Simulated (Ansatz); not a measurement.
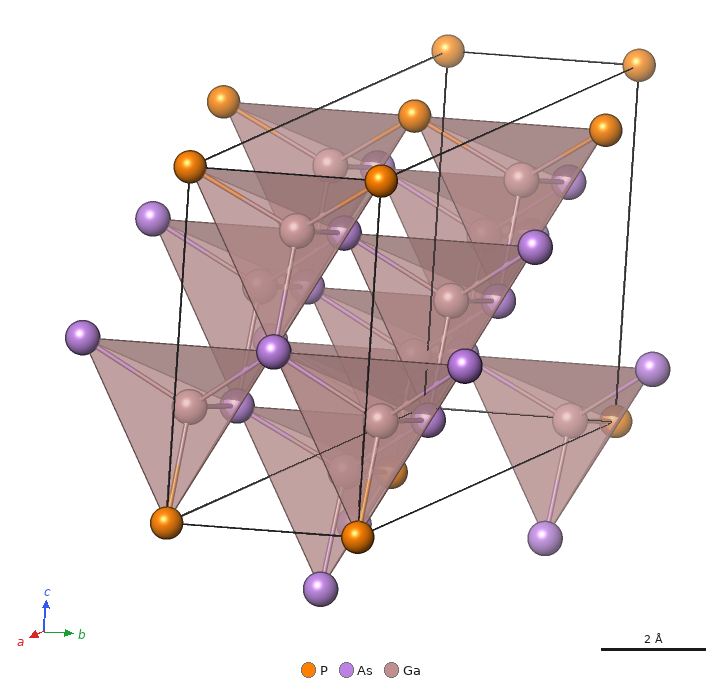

Structure drawing (polyhedral), viewed slightly off an axis. The parallelepiped is the conventional unit cell. Some neighbours outside the box are added.

Ga$_{4}$As$_{3}$P, space group Cm (No. 8), a = 13.159 Å, b = 3.970 Å, c = 6.871 Å, α = 90.00°, β = 100.06°, γ = 90.00°. It derives from a structure type filled with these elements by a generator (whether the compound takes this form wasn't checked). Earlier steps of the study may have refined or changed the cell and positions. It was run through Ansatz as a DFT input.

This one geometry was computed with Ansatz (DFT, plane waves, PAW) at five levels of theory: HSE06, PBE, PBE with spin-orbit coupling, r2SCAN and PBE0. It was relaxed beforehand with r2SCAN.

Which level gives the highest pressure at this volume, and what does that say about its equilibrium volume?

Answer. Highest: PBE (2.7 GPa) and PBE with spin-orbit coupling (2.7 GPa), which points to the largest equilibrium volume. Lowest, with the smallest volume: r2SCAN (0.0 GPa) and PBE0 (0.4 GPa). Levels within 0.5 GPa of each other can't be told apart.

How does the band gap change with the level of theory?

Answer. PBE with spin-orbit coupling: a gap of 0.66 eV, direct; PBE: a gap of 0.75 eV, direct; r2SCAN: a gap of 1.25 eV, direct; HSE06: a gap of 1.67 eV, direct; PBE0: a gap of 2.30 eV, direct.

Collect the results in a table.

Answer.
| level | cutoff (eV) | k-mesh of the run's cell | gap (eV) | pressure (GPa) |
| --- | --- | --- | --- | --- |
| HSE06 | 420 | 4×4×2 | 1.67 | 0.6 |
| PBE | 420 | 6×6×4 | 0.75 | 2.7 |
| PBE with spin-orbit coupling | 420 | 6×6×4 | 0.66 | 2.7 |
| r2SCAN | 500 | 6×6×4 | 1.25 | 0.0 |
| PBE0 | 420 | 4×4×2 | 2.30 | 0.4 |

Gaps are taken on the k-mesh or band path of each run.
